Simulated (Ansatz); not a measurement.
**Single-point calculation of AlSiNH6**

AlSiNH6, SMILES N[SiH2][AlH2], computed with RKS PBE-D4/def2-TZVPP (Ansatz 0.2.0).

The geometry comes from this level: PBE0-D4/def2-TZVP. Figures and captions count atoms from 1; the log counts them from 0 in places.

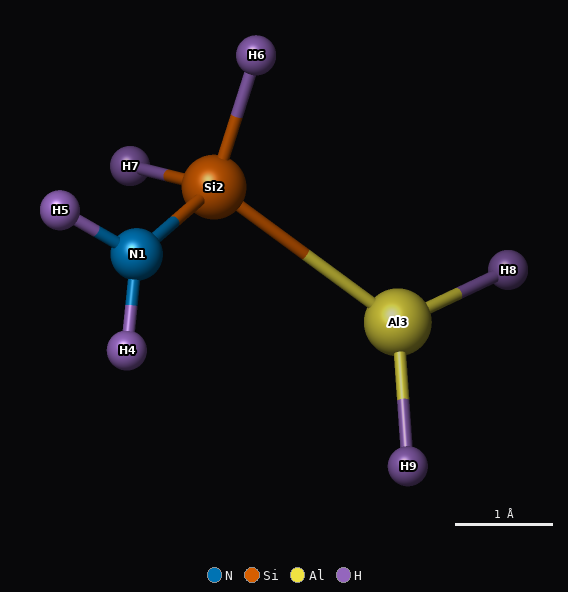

The structure as given in the input (ball-and-stick view, seen at a tilt; atoms are numbered from 1 in the order of the input). Sticks mark near contacts.

## Results in brief

```tsv
quantity	value
outcome	converged
total energy	−16053.5655 eV
mean-field energy	−16053.4113 eV
dispersion energy	−0.1542 eV
SCF solution under orbital rotations	stable
HOMO	−5.83 eV
LUMO	−2.69 eV
largest force (length of the vector)	0.347 eV/Å
dipole moment	1.31 D
hardware	2 threads of AMD EPYC, 23 GiB of memory available, shared host
wall time	2 s (CPU time 3.8 s)
peak memory	0.23 GiB
```

## The input
```yaml
crystal:
  periodic: [false, false, false]
  atoms:
    - {symbol: N, position_ang: [-1.169423, 0.834019, -0.846348]}
    - {symbol: Si, position_ang: [0.462896, 0.552438, -0.344926]}
    - {symbol: Al, position_ang: [0.509841, -1.296728, 1.273021]}
    - {symbol: H, position_ang: [-1.780023, 0.047707, -0.997267]}
    - {symbol: H, position_ang: [-1.378865, 1.575809, -1.496099]}
    - {symbol: H, position_ang: [0.974254, 1.818040, 0.259847]}
    - {symbol: H, position_ang: [1.423528, 0.262217, -1.464199]}
    - {symbol: H, position_ang: [1.779868, -1.555758, 2.194307]}
    - {symbol: H, position_ang: [-0.733678, -2.284044, 1.404563]}
basis:
  gaussian: {orbitals: def2-TZVPP}
hamiltonian: {xc: pbe, dispersion: d4}
output: {forces: true, orbitals: {seedname: orbitals}}
```

Launched with:
```bash
ansatz run in.yaml --threads 2 --pin off --events-out ev --progress --plain --max-ram 4352MiB
```

## The program's output
```
Functional definition: PBE
  name "PBE"
  cite "Perdew, Burke & Ernzerhof, Phys. Rev. Lett. 77, 3865 (1996) doi:10.1103/PhysRevLett.77.3865"
  parent pbe
  parameter kappa = 0.804
  parameter beta = 0.06672455060314922
  exchange = pbe_x(kappa = kappa, mu = beta*pi^2/3)
  correlation = pbe_c(beta = beta)
1066 factors; their error is unknown
mean field evaluation 1: about -16043.3486 eV, gradient 7.1e1 eV
mean field evaluation 2: about -15973.9230 eV, gradient 1.4e2 eV
mean field evaluation 4: about -16053.1272 eV, gradient 1.2e1 eV
mean field evaluation 8: about -16053.4333 eV, gradient 2.8e-1 eV
mean field evaluation 16: about -16053.4112 eV, gradient 2.3e-4 eV
mean field -16053.41124972 eV, -589.9519820342 hartree, gradient 2.4e-5 eV, S^2 0.000000; 0 other end points of the search recorded, 0 dependent functions left out
the calculation of the forces begins
reference -16053.41129746 eV, -589.9519837887 hartree; 20, 20 occupied and 179, 179 virtual orbitals, 1066 factors
Total energy: -16053.56554478 eV, -589.9576522731 hartree
Atom 0 at    -1.169423     0.834019    -0.846348 Å, force    -0.036448     0.073585     0.201817 eV/Å
Atom 1 at     0.462896     0.552438    -0.344926 Å, force     0.142474    -0.122051     0.096354 eV/Å
Atom 2 at     0.509841    -1.296728     1.273021 Å, force     0.001093     0.054127    -0.044502 eV/Å
Atom 3 at    -1.780023     0.047707    -0.997267 Å, force    -0.214201    -0.257364    -0.059022 eV/Å
Atom 4 at    -1.378865     1.575809    -1.496099 Å, force    -0.089843     0.245421    -0.228345 eV/Å
Atom 5 at     0.974254     1.818040     0.259847 Å, force     0.059648     0.132565     0.063760 eV/Å
Atom 6 at     1.423528     0.262217    -1.464199 Å, force     0.135027    -0.033919    -0.107338 eV/Å
Atom 7 at     1.779868    -1.555758     2.194307 Å, force     0.090431    -0.021372     0.065664 eV/Å
Atom 8 at    -0.733678    -2.284044     1.404563 Å, force    -0.088182    -0.070993     0.011611 eV/Å
Dipole moment:    -0.189446     0.003360    -0.196422 e Å
```

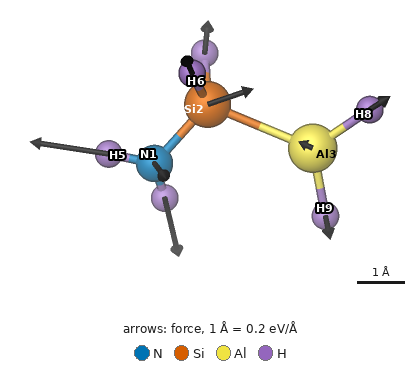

Forces on the atoms as black arrows (ball-and-stick view, seen at a tilt; atoms are numbered from 1 in the order of the input). The largest act on H5 (0.35 eV/Å); H4 (0.34 eV/Å); N1 (0.22 eV/Å); Si2 (0.21 eV/Å), among others. The geometry is not a stationary point of this energy.

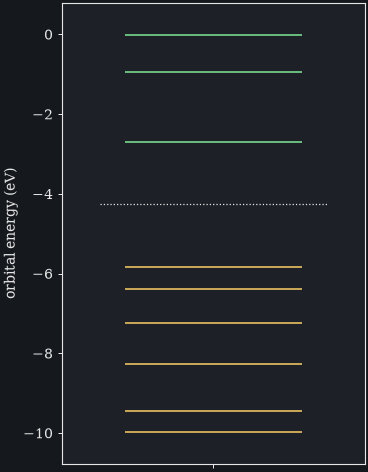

Orbital energies near the frontier; the dotted line parts filled from empty levels, and levels within 0.02 eV of each other stand side by side. Highest filled −5.83 eV, lowest empty −2.69 eV, 3.14 eV apart.

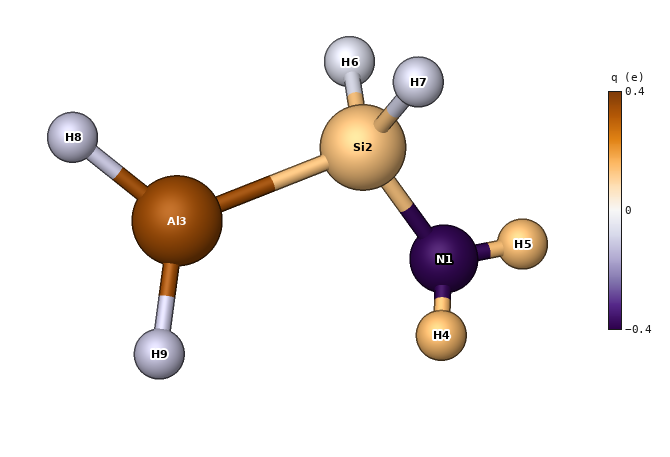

Mulliken charges, as the colour of each atom (ball-and-stick view, seen at an oblique angle; atoms are numbered from 1 in the order of the input). By element: N −0.38, Si +0.13, Al +0.35 and H −0.12 to +0.15 e.
